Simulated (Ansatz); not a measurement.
We consider L1₂ (Cu3Au-type) Ni3Si, described by PBE-D4 (Ansatz, an electronic-structure program, plane waves, PAW).

Run with plane-wave cutoff 520 eV, 16×16×16 k mesh, Fermi–Dirac smearing 0.05 eV, no spin polarisation, scalar-relativistic PAW data made under PBE.

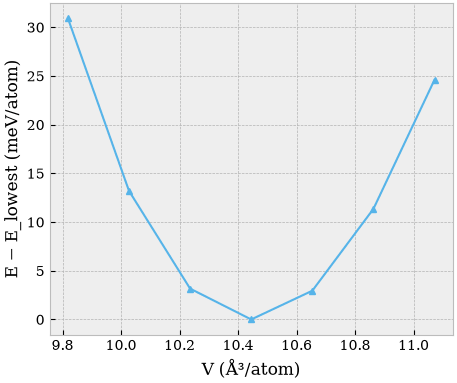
Fig. 1. Total energy against volume

Problem. From the curve, estimate the equilibrium volume and the bulk modulus.

Solution. V0 ≈ 10.4 Å³/atom and B0 ≈ 230 GPa; the fit gives V0 = 10.445 Å³/atom, B0 = 234 GPa, B′ = 4.8.

Measured, for comparison: equilibrium volume per atom 10.81 Å³/atom (temperature not stated, no zero-point or thermal correction; as tabulated in Metallic Nickel Silicides: Experiments and Theory for NiSi and First Principles …). Computed (rounded) less measured: equilibrium volume per atom -3.4 %.

The computed numbers hold no vibrational or temperature effects.

It cost about 100 core-seconds (a rough figure) of CPU time.
